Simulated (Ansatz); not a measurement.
**Re (P6_3/mmc): the Drude term of Re ε in the infrared**

Re ε of Re (P6_3/mmc) along x at low photon energies is read from one computed spectrum; the carriers' damping was typed as γ = 0.05 eV. x, y and z are the Cartesian axes of the input cell.

Symmetry: P6_3/mmc, No. 194, hexagonal system. The conventional cell has a = 2.761 Å, b = 2.761 Å, c = 4.458 Å, α = 90.00°, β = 90.00°, γ = 120.00°. Around Re on site c lie 12 Re at 2.74 to 2.76 Å.

Method: Ansatz 0.2.0, r2SCAN, independent particles, k-mesh 18×18×9 with interpolation inside its cells, Gaussian parameter 0.1 eV.

Launch of the response step: `ansatz run input.yaml --threads 4 --pin off --max-ram 8192MiB --backend cpu --events-out ev --progress --plain --runs-dir out`. The run took 5.5 min, on 4 threads of Intel(R) Xeon(R) Processor @ 2.50GHz (Skylake/Cascade Lake), on a shared host.

```
photon energy E (eV)  wavelength (µm)    Re ε
                0.25             4.96  -649.5
                0.30             4.13       ?
                0.35             3.54  -327.4
                0.40             3.10  -259.1
                0.50             2.48  -183.4
                0.60             2.07  -129.4
                0.70             1.77   -89.6
```

A Drude term over a constant background gives Re ε = ε_b − ωp²/(E² + γ²), linear in 1/(E² + γ²).

Working, on the rows shown:

| x = 1/(E² + γ²) (eV⁻²) | y = Re ε |
| --- | --- |
| 15.3846 | -649.5 |
| 8 | -327.4 |
| 6.15385 | -259.1 |
| 3.9604 | -183.4 |
| 2.75862 | -129.4 |
| 2.03046 | -89.6 |

Means: x̄ = 6.3813, ȳ = -273.07. Σ(x − x̄)(y − ȳ) = -5016, Σ(x − x̄)² = 121.6. Slope = -5016 / 121.6 = -41.23; intercept = ȳ − slope · x̄ = -9.9345. The line misses the rows shown by at most 12.

Question: What does the fit predict for the withheld row, and how well does it do?

Answer: At x = 10.811 the line gives y = -455.72. The run gave -444.3, so the interpolation is off by 11, 2 % of the range in the table.

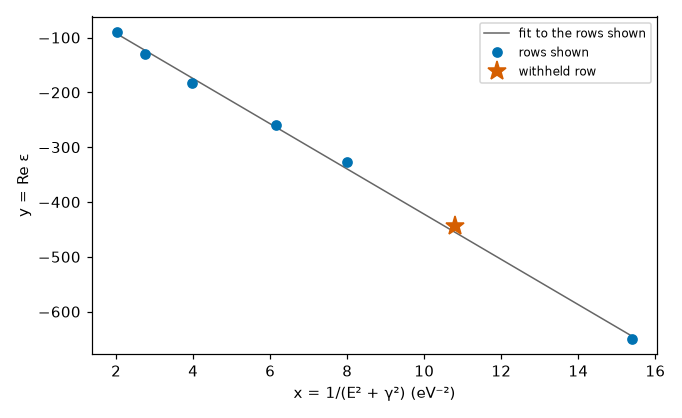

Refitted with all rows, the slope is -40.92 and the intercept -10.499. These give ωp = √(−slope) = 6.40 eV, against 6.99 eV from the program's Fermi-surface sum, and an intercept of -10.5. Taking the program's Drude term off the rows leaves 103 at the lowest energy and 10 at the highest, so the background isn't constant: interband transitions lie in or near the window, and neither fitted number can be trusted. The values come from a sum over the points of one k-mesh and carry its error, which is largest for Fermi-surface quantities. Spin-orbit coupling is left out.

[Logs are printed without paths, hosts, clocks, repeated set-up lines and the standing remarks that a program may print on its own settings, such as how far it seeks lower states.]
